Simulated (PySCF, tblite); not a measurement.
# C5H10OSSi: dynamics, then NMR shifts on frames

How do NMR shifts of C5H10OSSi (`O=C1CS[C@@H](C[SiH3])C1`) change as the atoms move?

Programs: tblite 0.8.0 and PySCF 2.14.0, with density-fitted response routines of our own. Each step states its level of theory. These are calculated values for one molecule in the gas phase, unless marked as measured. Atoms are numbered from 0 throughout.

### 1 Starting geometry

18 atoms, charge 0, multiplicity 1; geometry from: GFN2-xTB.

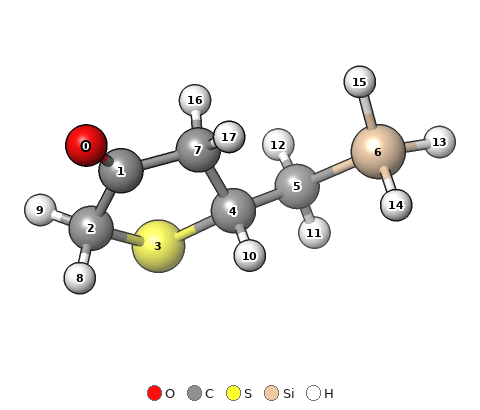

The starting geometry (oxygen red, carbon grey, sulfur yellow, silicon light orange, hydrogen white), atoms numbered; sticks join atoms by distance.

### 2 Thermal motion with GFN2-xTB

The job: settings as JSON, then the geometry in Å.

```
{"job": {"kind": "md", "xc": "GFN2-xTB", "basis": "xTB", "temperature": 300, "steps": 2000, "every": 50, "frames": 5}, "charge": 0, "multiplicity": 1}
O     -2.333830     1.530007    -1.791045
C     -1.856742     0.866332    -0.912239
C     -2.624497     0.467938     0.330854
S     -1.575413    -0.615867     1.330174
C     -0.031539     0.020606     0.532906
C      1.088673    -0.989788     0.655550
Si     2.739135    -0.396397    -0.094403
C     -0.445866     0.326760    -0.895226
H     -2.885922     1.364354     0.899001
H     -3.545766    -0.051514     0.068520
H      0.228148     0.943653     1.060513
H      1.234745    -1.215127     1.713675
H      0.774662    -1.923516     0.184822
H      3.776480    -1.351435     0.287961
H      3.045061     0.935878     0.428893
H      2.627254    -0.334465    -1.553135
H     -0.455182    -0.598623    -1.481173
H      0.231841     1.027518    -1.383968
```

Method: GFN2-xTB Langevin dynamics, gas phase.

Started as:

```bash
> OMP_NUM_THREADS=1 python probes_run.py task.json out
```

The driver reads the jobs from task.json and runs them one after another.

The log of the run:

```text
t/fs     T/K      E/eV
    0.0   254.5   -675.90458
   25.0   198.4   -675.56690
   50.0   219.5   -675.60490
   75.0   159.4   -675.43190
  100.0   232.5   -675.35740
  125.0   315.4   -675.40469
  150.0   245.5   -675.22293
  175.0   246.9   -675.18760
  200.0   289.8   -675.37210
  225.0   257.7   -675.53710
  250.0   282.0   -675.40527
  275.0   258.7   -675.08805
  300.0   283.9   -675.24916
  325.0   331.0   -675.54762
  350.0   221.4   -675.27778
  375.0   307.4   -675.50605
  400.0   254.2   -675.22194
  425.0   219.7   -675.08051
  450.0   354.8   -675.32274
  475.0   301.3   -675.19276
  500.0   323.0   -675.07085
  525.0   311.8   -674.97869
  550.0   274.5   -675.08085
  575.0   224.8   -675.20860
  600.0   285.6   -675.28981
  625.0   320.4   -675.32152
  650.0   303.2   -675.21641
  675.0   350.7   -675.19966
  700.0   325.1   -675.13397
  725.0   322.8   -675.19823
  750.0   256.1   -675.04385
  775.0   332.7   -675.30743
  800.0   292.8   -675.09484
  825.0   311.3   -675.18745
  850.0   288.5   -675.32595
  875.0   294.6   -675.31039
  900.0   293.4   -675.33399
  925.0   303.4   -675.11343
  950.0   304.9   -675.27069
  975.0   396.4   -675.46834
 1000.0   284.7   -675.31219
```

Wall time 16 s (1 thread of Intel Xeon Platinum 8488C, shared host); peak memory 0.18 GiB.

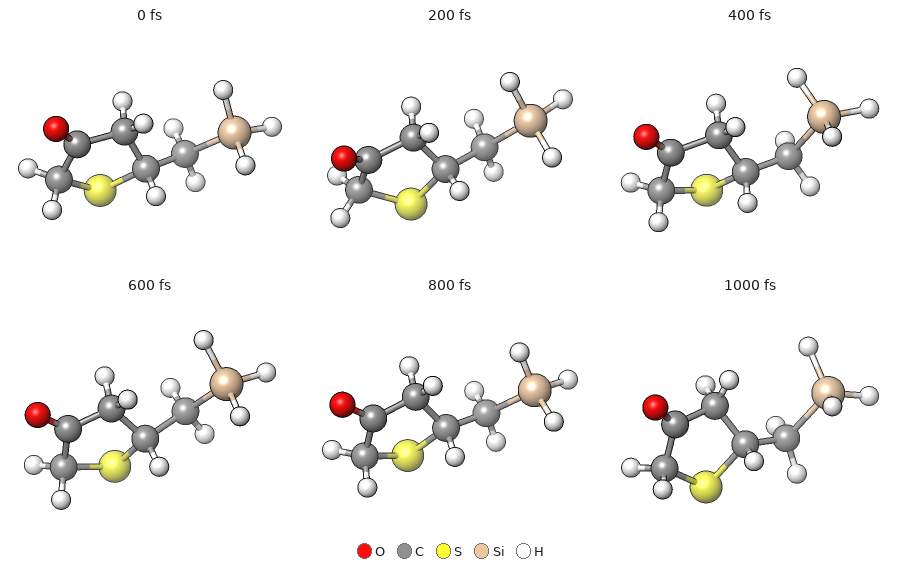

Frames of the run.

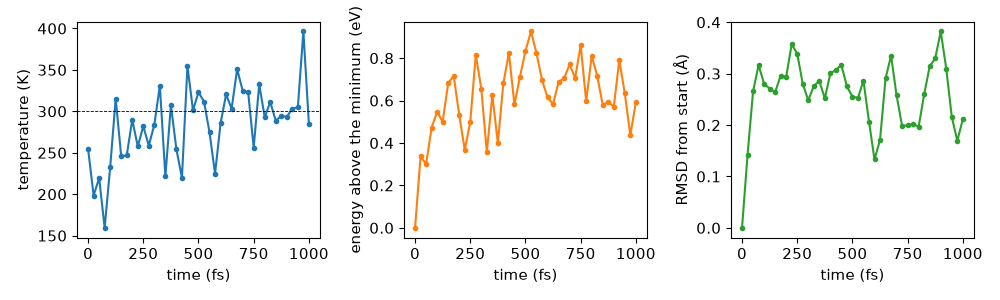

Temperature, potential energy and distance from the start.

Positions (Å) and forces (eV/Å) at 1000 fs:

```xyz
18

O    -2.256    0.810   -1.863   -0.326    0.451   -0.592
C    -1.827    0.173   -0.952    0.394   -1.335    0.004
C    -2.363    0.193    0.423   -1.566    0.995    0.807
S    -1.323   -0.719    1.596    0.254    0.260   -0.925
C     0.074   -0.590    0.313   -0.353    1.479    0.489
C     1.230   -1.451    0.663   -0.067   -1.371    0.621
Si    2.703   -1.487   -0.619   -1.305    0.129    0.012
C    -0.650   -0.750   -0.988    0.259   -1.152   -1.239
H    -2.400    1.298    0.614   -0.221   -0.774    0.611
H    -3.404   -0.223    0.447    0.770    0.455    0.079
H     0.368    0.493    0.423   -0.093   -0.725   -0.193
H     1.393   -1.190    1.746    0.702   -0.354   -1.034
H     0.861   -2.502    0.681    0.150    0.402    0.120
H     3.825   -2.175   -0.051    0.390   -0.257    0.215
H     2.915   -0.066   -0.794    0.276    0.277   -0.289
H     2.271   -2.178   -1.903    0.203    0.425    0.754
H    -0.942   -1.807   -1.229   -0.196    0.615    0.782
H    -0.072   -0.522   -1.869    0.732    0.480   -0.223
```

### 3 NMR shieldings: 250 fs, PBE0/pcSseg-1

The job: settings as JSON, then the geometry in Å.

```
{"job": {"kind": "nmr", "xc": "PBE0", "basis": "pcSseg-1", "pop": false}, "charge": 0, "multiplicity": 1}
O     -2.627800     1.509100    -1.107900
C     -2.154800     0.588800    -0.535400
C     -2.674900    -0.218300     0.597300
S     -1.265100    -0.760100     1.668600
C      0.001500    -0.235300     0.434900
C      1.060400    -1.227600     0.242100
Si     2.532000    -0.531300    -0.765800
C     -0.771200     0.040000    -0.926600
H     -3.415100     0.383600     1.185400
H     -3.217600    -1.087300     0.206600
H      0.387600     0.753200     0.693400
H      1.364700    -1.674600     1.173800
H      0.594600    -2.004600    -0.339200
H      3.466400    -1.666200    -0.782300
H      3.070100     0.648300    -0.065100
H      2.054600    -0.175800    -2.093500
H     -0.981100    -0.971600    -1.395300
H     -0.378100     0.727600    -1.635900
```

With the program's defaults for keys left out, this is: GIAO PBE0/pcSseg-1 NMR shielding, non-relativistic, gas phase.

The log of the run:

```text
coarse grid: 15968 points
cycle   1  E = -958.6095745866  dE =  1.026e+00  |g| = 7.799e-01  |ddm| = 3.916e+00
cycle   2  E = -958.2686879456  dE =  3.409e-01  |g| = 1.551e+00  |ddm| = 2.230e+00
cycle   3  E = -958.7279152453  dE = -4.592e-01  |g| = 1.552e-01  |ddm| = 1.686e+00
cycle   4  E = -958.7330263843  dE = -5.111e-03  |g| = 6.004e-02  |ddm| = 1.853e-01
cycle   5  E = -958.7338405776  dE = -8.142e-04  |g| = 1.531e-02  |ddm| = 7.054e-02
cycle   6  E = -958.7338979267  dE = -5.735e-05  |g| = 4.945e-03  |ddm| = 2.401e-02
cycle   7  E = -958.7339030585  dE = -5.132e-06  |g| = 1.352e-03  |ddm| = 5.163e-03
final grid: 144640 points
cycle   8  E = -958.7944943728  dE = -1.470e-05  |g| = 1.345e-02  |ddm| = 2.920e-02
cycle   9  E = -958.7944030166  dE =  9.136e-05  |g| = 2.545e-02  |ddm| = 3.092e-02
cycle  10  E = -958.7945305641  dE = -1.275e-04  |g| = 2.307e-03  |ddm| = 2.112e-02
cycle  11  E = -958.7945316649  dE = -1.101e-06  |g| = 2.632e-04  |ddm| = 2.236e-03
cycle  12  E = -958.7945316815  dE = -1.655e-08  |g| = 9.998e-05  |ddm| = 5.070e-04
cycle  13  E = -958.7945316837  dE = -2.227e-09  |g| = 3.537e-05  |ddm| = 1.332e-04
cycle  14  E = -958.7945316840  dE = -2.974e-10  |g| = 6.476e-06  |ddm| = 3.815e-05
converged SCF energy = -958.7945316840

GIAO shielding tensors (ppm)
atom      isotropic    diamagn.    paramagn.     s11        s22        s33       span
  0 O     -305.240     395.619    -700.859   -874.308   -366.450    325.038   1199.346
  1 C      -21.284     252.364    -273.648    -96.805    -37.761     70.713    167.518
  2 C      143.644     254.327    -110.684    114.583    146.145    170.203     55.620
  3 S      483.264    1055.935    -572.672    282.772    368.348    798.670    515.898
  4 C      144.418     250.433    -106.014    122.706    141.107    169.441     46.735
  5 C      164.895     251.121     -86.226    150.584    158.795    185.305     34.720
  6 Si     419.993     879.286    -459.293    385.492    417.666    456.820     71.327
  7 C      120.398     252.849    -132.451     98.368    121.246    141.579     43.210
  8 H       28.088      27.596       0.491     23.213     26.097     34.952     11.739
  9 H       27.742      28.624      -0.882     23.154     25.796     34.276     11.122
 10 H       28.493      33.522      -5.029     23.437     28.216     33.826     10.388
 11 H       30.769      31.288      -0.519     25.129     30.191     36.987     11.857
 12 H       31.069      32.476      -1.407     27.227     31.122     34.859      7.632
 13 H       27.577      27.919      -0.342     23.875     25.223     33.633      9.758
 14 H       27.789      28.728      -0.939     24.492     25.949     32.926      8.435
 15 H       28.023      29.344      -1.321     23.951     27.775     32.343      8.391
 16 H       28.871      31.860      -2.989     25.963     28.383     32.266      6.304
 17 H       29.317      34.289      -4.971     25.235     29.776     32.942      7.706
```

It took 38 s on 1 thread of Intel Xeon Platinum 8488C, shared host; peak memory 0.9 GiB.

Shifts follow as δ = σ(reference) − σ, with reference shieldings (ppm) from runs at the same level and on the same kind of geometry: 1H TMS 31.72, 13C TMS 186.9, 29Si TMS 349.2, 17O H2O 336.1, 33S CS2 504. The references are single molecules in the gas phase, so shifts against H2O, NH3, PH3, H3PO4 or CFCl3 are not on the usual liquid scales and can be off by tens of ppm. Each atom is listed at this fixed geometry, with no averaging over motion; a spectrum would average atoms that exchange fast.

```
atoms                                          environment  σ (ppm)  δ (ppm)
   C1                               ketone carbonyl carbon    -21.3    208.2
   C7                              sp3 CH2 α to a carbonyl    120.4     66.5
   C2                 sp3 CH2 bonded to S, α to a carbonyl    143.6     43.3
   C4                                   sp3 CH bonded to S    144.4     42.5
   C5                                 sp3 CH2 bonded to Si    164.9     22.0
  H13                    hydrogen on a silicon bonded to C    27.58     4.14
   H9  hydrogen on an sp3 CH2 bonded to S, α to a carbonyl    27.74     3.97
  H14                    hydrogen on a silicon bonded to C    27.79     3.93
  H15                    hydrogen on a silicon bonded to C    28.02     3.69
   H8  hydrogen on an sp3 CH2 bonded to S, α to a carbonyl    28.09     3.63
  H10                    hydrogen on an sp3 CH bonded to S    28.49     3.22
  H16               hydrogen on an sp3 CH2 α to a carbonyl    28.87     2.85
  H17               hydrogen on an sp3 CH2 α to a carbonyl    29.32     2.40
  H11                  hydrogen on an sp3 CH2 bonded to Si    30.77     0.95
  H12                  hydrogen on an sp3 CH2 bonded to Si    31.07     0.65
   O0                                        ketone oxygen   -305.2    641.3
   S3                                       sulfide sulfur      483       20
  Si6                             silicon bonded to C, 3 H    420.0    -70.8
```

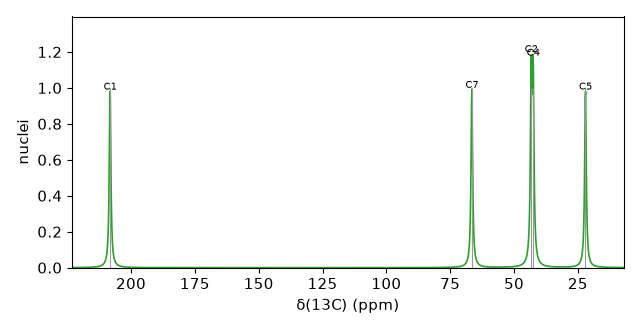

13C lines at the computed shifts, without couplings. Lines are broadened to a width of 0.74 ppm (Lorentzian).

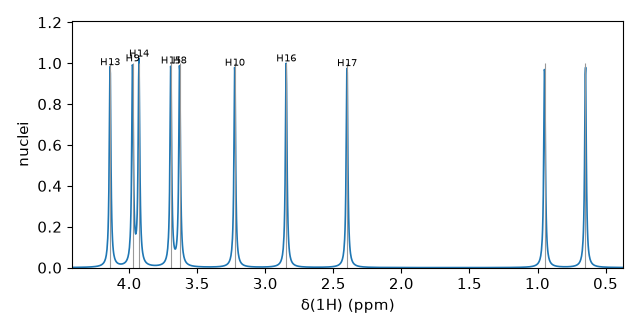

1H lines at the computed shifts, without couplings. Lines are broadened to a width of 0.01 ppm (Lorentzian).

Ring of atoms C1, C2, S3, C4, C7: NICS(0) -3.8, NICS(1) -2.9, NICS(1)zz -0.7 ppm (means of both faces).

The two faces differ (NICS(1)zz 2.3 and -3.6 ppm).

The fields below are evaluated on a grid from the run's orbitals.

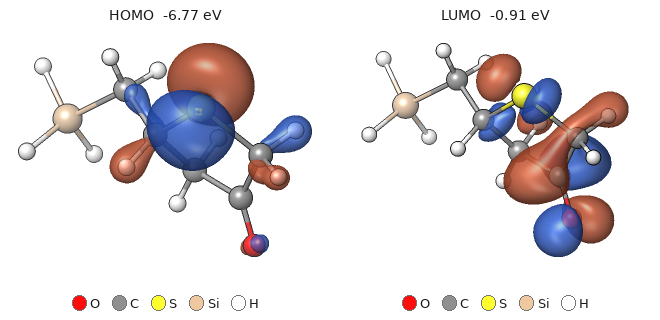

PBE0/pcSseg-1 orbitals near the gap, drawn at the value that encloses 70 % of each; the two colours are the two signs.

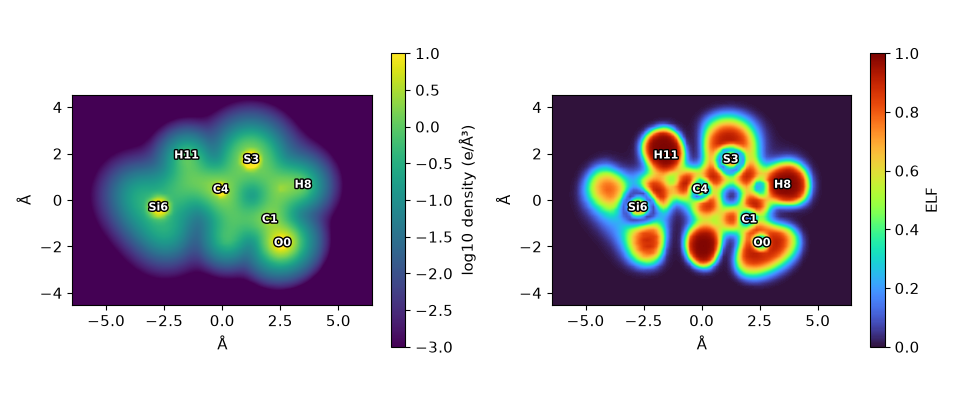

Density (left) and ELF (right) in a plane through or near 7 of the atoms.

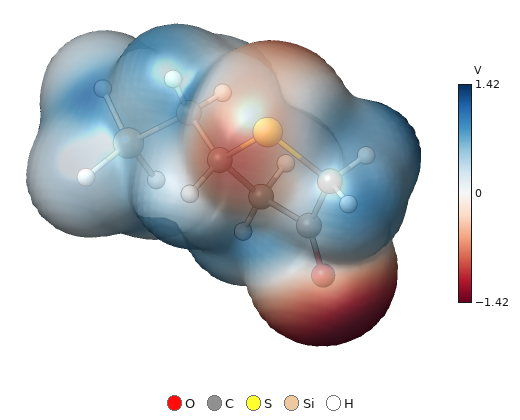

The potential that a unit positive charge feels on the 0.002 e/bohr³ surface, from the 1st to the 99th percentile, from -1.42 V near O0 to 1.19 V near H9.

### 4 NMR shieldings: 425 fs, PBE0/pcSseg-1

The job: settings as JSON, then the geometry in Å.

```
{"job": {"kind": "nmr", "xc": "PBE0", "basis": "pcSseg-1", "pop": false}, "charge": 0, "multiplicity": 1}
O     -2.516300     0.784700    -1.441600
C     -1.849100     0.285100    -0.518200
C     -2.339000    -0.032400     0.846400
S     -1.129600    -1.250400     1.465000
C      0.301600    -0.202100     0.711800
C      1.522000    -0.996600     0.711800
Si     2.816200    -0.643800    -0.699600
C     -0.392100    -0.052100    -0.663700
H     -2.119400     0.759000     1.557500
H     -3.442600    -0.374400     0.796600
H      0.370300     0.645700     1.360900
H      2.040200    -0.837800     1.619600
H      1.311900    -2.076900     0.772600
H      3.891800    -1.512200    -0.360200
H      3.279000     0.721000    -0.665500
H      2.340200    -0.737200    -2.092200
H     -0.401800    -0.994100    -1.212000
H      0.135300     0.629200    -1.297400
```

Method: GIAO PBE0/pcSseg-1 NMR shielding, non-relativistic, gas phase.

The log of the run:

```text
coarse grid: 15968 points
cycle   1  E = -958.5786343673  dE =  1.017e+00  |g| = 8.131e-01  |ddm| = 3.926e+00
cycle   2  E = -958.0801972929  dE =  4.984e-01  |g| = 1.781e+00  |ddm| = 2.783e+00
cycle   3  E = -958.7109629783  dE = -6.308e-01  |g| = 1.706e-01  |ddm| = 2.198e+00
cycle   4  E = -958.7172176521  dE = -6.255e-03  |g| = 6.942e-02  |ddm| = 2.238e-01
cycle   5  E = -958.7183185208  dE = -1.101e-03  |g| = 1.357e-02  |ddm| = 7.525e-02
cycle   6  E = -958.7183560570  dE = -3.754e-05  |g| = 6.593e-03  |ddm| = 2.114e-02
cycle   7  E = -958.7183659786  dE = -9.922e-06  |g| = 1.659e-03  |ddm| = 7.613e-03
final grid: 144640 points
cycle   8  E = -958.7782044419  dE = -1.544e-05  |g| = 1.452e-02  |ddm| = 3.299e-02
cycle   9  E = -958.7780708379  dE =  1.336e-04  |g| = 2.988e-02  |ddm| = 3.527e-02
cycle  10  E = -958.7782456173  dE = -1.748e-04  |g| = 2.589e-03  |ddm| = 2.516e-02
cycle  11  E = -958.7782470262  dE = -1.409e-06  |g| = 3.403e-04  |ddm| = 2.526e-03
cycle  12  E = -958.7782470529  dE = -2.672e-08  |g| = 1.521e-04  |ddm| = 6.112e-04
cycle  13  E = -958.7782470584  dE = -5.485e-09  |g| = 3.972e-05  |ddm| = 1.832e-04
cycle  14  E = -958.7782470587  dE = -3.697e-10  |g| = 9.365e-06  |ddm| = 5.038e-05
converged SCF energy = -958.7782470587

GIAO shielding tensors (ppm)
atom      isotropic    diamagn.    paramagn.     s11        s22        s33       span
  0 O     -372.028     395.788    -767.816   -991.502   -469.011    344.430   1335.932
  1 C      -40.757     248.585    -289.341   -125.384    -64.363     67.478    192.862
  2 C      136.615     258.873    -122.258     97.304    136.097    176.444     79.140
  3 S      342.412    1056.628    -714.216     96.451    213.684    717.100    620.650
  4 C      136.462     249.037    -112.575     99.114    150.082    160.190     61.076
  5 C      174.989     248.755     -73.766    156.605    166.786    201.576     44.971
  6 Si     428.159     878.311    -450.152    378.370    426.129    479.977    101.607
  7 C      128.661     254.843    -126.182    113.194    124.879    147.911     34.717
  8 H       26.780      30.460      -3.680     20.401     25.129     34.809     14.408
  9 H       26.864      27.380      -0.516     22.755     24.869     32.967     10.213
 10 H       28.448      32.876      -4.427     24.322     28.454     32.569      8.247
 11 H       30.978      30.549       0.429     25.719     29.756     37.458     11.739
 12 H       29.907      29.902       0.004     23.517     30.886     35.317     11.800
 13 H       28.411      28.068       0.343     24.520     25.843     34.871     10.351
 14 H       28.163      28.800      -0.636     24.908     26.104     33.478      8.571
 15 H       27.490      28.071      -0.581     23.655     26.819     31.996      8.340
 16 H       29.159      32.435      -3.276     26.467     28.608     32.403      5.937
 17 H       29.476      33.797      -4.322     24.934     29.344     34.149      9.215
```

Run time: 30 s. Hardware: 1 thread of Intel Xeon Platinum 8488C, shared host; peak memory 1 GiB.

This run: δ C1 227.7, C7 58.3, C4 50.5, C2 50.3, H8 4.94, H9 4.85 ppm.

### 5 NMR shieldings: 625 fs, PBE0/pcSseg-1

The job: settings as JSON, then the geometry in Å.

```
{"job": {"kind": "nmr", "xc": "PBE0", "basis": "pcSseg-1", "pop": false}, "charge": 0, "multiplicity": 1}
O     -2.771600     0.906900    -1.149300
C     -2.028000     0.301000    -0.471500
C     -2.378000    -0.062400     0.993700
S     -1.057200    -1.145300     1.572700
C      0.190100    -0.314600     0.424900
C      1.446000    -1.268200     0.279100
Si     2.758900    -0.540000    -0.912400
C     -0.644200    -0.125500    -0.797400
H     -2.475400     0.905600     1.543500
H     -3.336700    -0.588300     1.264500
H      0.576700     0.543800     1.058000
H      1.866300    -1.412200     1.316600
H      1.136200    -2.290000    -0.017600
H      3.842600    -1.544900    -0.966100
H      3.311300     0.669700    -0.343800
H      2.254800    -0.151200    -2.212400
H     -0.779000    -1.120700    -1.276900
H     -0.275900     0.542700    -1.492600
```

Level: GIAO PBE0/pcSseg-1 NMR shielding, non-relativistic, gas phase.

The log of the run:

```text
coarse grid: 15968 points
cycle   1  E = -958.6097680714  dE =  9.680e-01  |g| = 7.747e-01  |ddm| = 3.902e+00
cycle   2  E = -958.2752123759  dE =  3.346e-01  |g| = 1.544e+00  |ddm| = 2.249e+00
cycle   3  E = -958.7265056461  dE = -4.513e-01  |g| = 1.455e-01  |ddm| = 1.693e+00
cycle   4  E = -958.7311018710  dE = -4.596e-03  |g| = 5.471e-02  |ddm| = 1.834e-01
cycle   5  E = -958.7317871259  dE = -6.853e-04  |g| = 1.145e-02  |ddm| = 5.858e-02
cycle   6  E = -958.7318170763  dE = -2.995e-05  |g| = 4.783e-03  |ddm| = 1.861e-02
cycle   7  E = -958.7318221541  dE = -5.078e-06  |g| = 1.173e-03  |ddm| = 5.480e-03
final grid: 144640 points
cycle   8  E = -958.7926581490  dE = -1.210e-05  |g| = 1.307e-02  |ddm| = 2.992e-02
cycle   9  E = -958.7925718147  dE =  8.633e-05  |g| = 2.483e-02  |ddm| = 3.001e-02
cycle  10  E = -958.7926918692  dE = -1.201e-04  |g| = 2.014e-03  |ddm| = 2.053e-02
cycle  11  E = -958.7926927287  dE = -8.595e-07  |g| = 2.319e-04  |ddm| = 2.016e-03
cycle  12  E = -958.7926927412  dE = -1.247e-08  |g| = 9.378e-05  |ddm| = 4.049e-04
cycle  13  E = -958.7926927431  dE = -1.988e-09  |g| = 3.348e-05  |ddm| = 1.198e-04
cycle  14  E = -958.7926927434  dE = -2.615e-10  |g| = 7.245e-06  |ddm| = 3.525e-05
converged SCF energy = -958.7926927434

GIAO shielding tensors (ppm)
atom      isotropic    diamagn.    paramagn.     s11        s22        s33       span
  0 O     -289.754     394.705    -684.460   -840.666   -370.480    341.883   1182.549
  1 C      -21.391     247.567    -268.958    -94.067    -22.398     52.292    146.359
  2 C      139.472     256.362    -116.890    119.789    136.648    161.980     42.191
  3 S      439.090    1056.588    -617.497    256.288    326.288    734.695    478.408
  4 C      134.132     247.877    -113.745    103.880    143.530    154.985     51.105
  5 C      160.263     250.309     -90.046    139.518    153.556    187.714     48.196
  6 Si     426.924     878.343    -451.418    388.935    418.015    473.824     84.889
  7 C      141.595     251.476    -109.882    128.803    144.614    151.367     22.564
  8 H       28.170      29.822      -1.653     23.670     26.120     34.718     11.048
  9 H       27.432      28.146      -0.714     22.579     25.518     34.199     11.620
 10 H       26.803      31.507      -4.705     21.616     27.175     31.617     10.001
 11 H       29.309      29.386      -0.077     24.370     28.403     35.153     10.783
 12 H       30.148      30.371      -0.222     25.665     29.810     34.970      9.305
 13 H       27.520      27.133       0.387     23.893     25.022     33.645      9.752
 14 H       28.111      28.700      -0.589     24.696     26.230     33.406      8.709
 15 H       27.976      28.449      -0.473     23.823     27.452     32.652      8.829
 16 H       29.263      30.165      -0.902     25.897     28.076     33.816      7.919
 17 H       30.592      33.572      -2.980     25.779     30.613     35.384      9.605
```

Run time: 30 s. Hardware: 1 thread of Intel Xeon Platinum 8488C, shared host; peak memory 0.91 GiB.

Key values: δ C1 208.3, C4 52.8, C2 47.5, C7 45.3, H10 4.91, H9 4.28 ppm.

[end of part 1 of 2]
